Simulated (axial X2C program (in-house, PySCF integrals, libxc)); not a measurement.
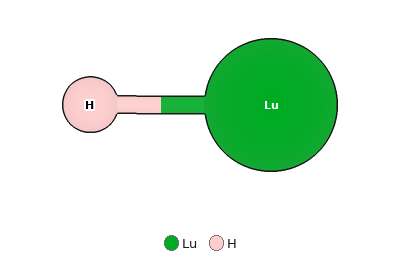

Fig. 1: The molecule at the reference distance of 1.902 Å.

**Run report: LuH⁺, relativistic diatomic calculation**

- system: LuH⁺. The reference is closed-shell LuH; the roots are the vertical energies to take an electron from it, which leaves states of LuH⁺. The distance is the PBE0 minimum at charge 0.
- method: EOM-IP-CCSD, two-component X2C with atomic mean-field Coulomb and Gaunt terms, Lu dyall-cv3z, H dyall-v3z (cores contracted) (axial X2C program (in-house, PySCF integrals, libxc))

Input file:
```
{"zs": [71, 1], "q": 1, "bas": ["dyall-cv3z", "dyall-v3z"], "r0": 1.94, "eom": "ip", "rq": 0, "thr": -1.0, "nmax": 95, "grid": [1, 0.96, 1.045, 0.92, 1.09, 1.15]}
```

The line is the task of a batch: nuclear charges, charge, bases, a first guess of the distance and further settings. This report covers the levels named above. The log is that of the reference distance 1.902 Å.

Launched within a batch (the task file carries these settings):
```bash
python <driver script> task.json out
```

The program's output:
```
two-component X2C + atomic mean field  HF
basis functions 223  fitting functions 1020  grid points 5069
iter        total energy     max residual
   1     -14555.398153723     2.62e+01
   2     -14556.506017952     1.40e+00
   3     -14556.534483489     4.43e-01
   4     -14556.547239335     6.03e-01
   5     -14556.550379113     1.03e-01
   6     -14556.550575658     7.37e-03
   7     -14556.550600410     1.14e-02
   8     -14556.550612256     2.66e-03
   9     -14556.550614191     1.69e-03
  10     -14556.550614950     1.20e-03
  11     -14556.550615160     2.81e-04
  12     -14556.550615224     3.18e-04
  13     -14556.550615252     2.63e-04
  14     -14556.550615260     6.26e-05
  15     -14556.550615261     1.16e-05
  16     -14556.550615261     1.36e-05
  17     -14556.550615261     3.92e-06
  18     -14556.550615261     1.11e-06
converged
one-electron -20017.88333851  Coulomb 5754.19618014  exact exchange -300.52008437  xc functional 0.00000000  nuclear repulsion 19.75372344  atomic mean-field constant -12.09709595
correlated 18  virtual 282  natural virtual 84  E(MP2) -0.713841695  MP2 remainder -0.049588048
iter   CCSD correlation   residual
   1     -0.552603907   2.00e-01
   2     -0.592158174   8.40e-02
   3     -0.592589289   3.12e-02
   4     -0.591373161   8.03e-03
   5     -0.591539183   3.46e-03
   6     -0.591603381   1.47e-03
   7     -0.591577069   7.59e-04
   8     -0.591578748   2.97e-04
   9     -0.591590024   1.58e-04
  10     -0.591580612   8.29e-05
  11     -0.591585886   3.63e-05
  12     -0.591583475   1.92e-05
  13     -0.591583574   8.54e-06
  14     -0.591583781   3.85e-06
  15     -0.591583662   1.95e-06
  16     -0.591583682   9.76e-07
  17     -0.591583689   4.85e-07
(T) -0.01449829633108252  T1 0.0199  D1 0.0445  max T2 0.156
EOM-IP-CCSD roots
2*Omega      energy/Eh   energy/eV  one-particle weight
    1       0.24945077      6.7879      0.968
    1       0.35887760      9.7656      0.008
    1       0.37037153     10.0783      0.013
    1       0.38341133     10.4332      0.912
    3       0.35554633      9.6749      0.000
    3       0.37017555     10.0730      0.000
    3       0.42290791     11.5079      0.000
    5       0.35763306      9.7317      0.000
```

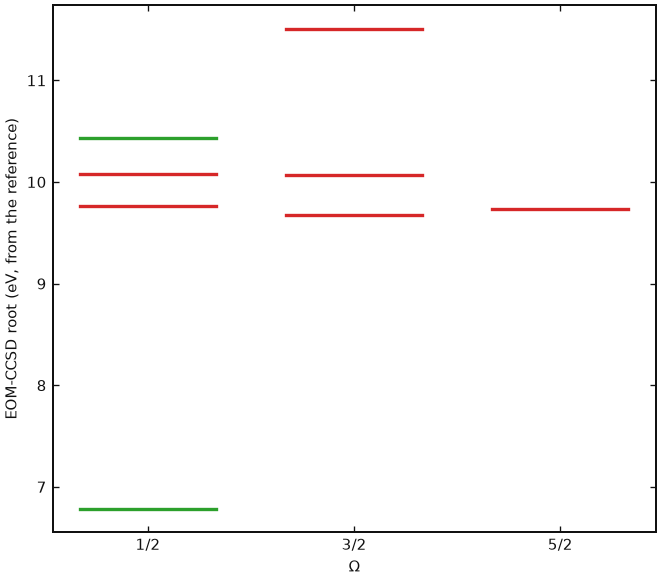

Fig. 2: EOM-CCSD roots by Ω at 1.90 Å; roots whose one-particle weight is under 0.8 have the second colour. The lowest has Ω = 1/2 and lies at 6.788 eV, with one-particle weight 0.97. 6 of the 8 roots are less well described at this level.

Key numbers:

- outcome: converged
- HF energy of the reference LuH: −14556.55062 hartree
- MP2 energy of the reference LuH: −14557.26446 hartree
- CCSD energy of the reference LuH (with the MP2 share of the virtual spinors left out of the coupled-cluster step): −14557.19179 hartree
- CCSD(T) energy of the reference LuH: −14557.20629 hartree
- T1 diagnostic (spinor form; for a closed shell √2 times the usual value): 0.020
- hardware: 1 thread of Arm Neoverse V1, 24 GiB of memory available, shared host
- wall time: 14 s
- peak memory: 1 GiB
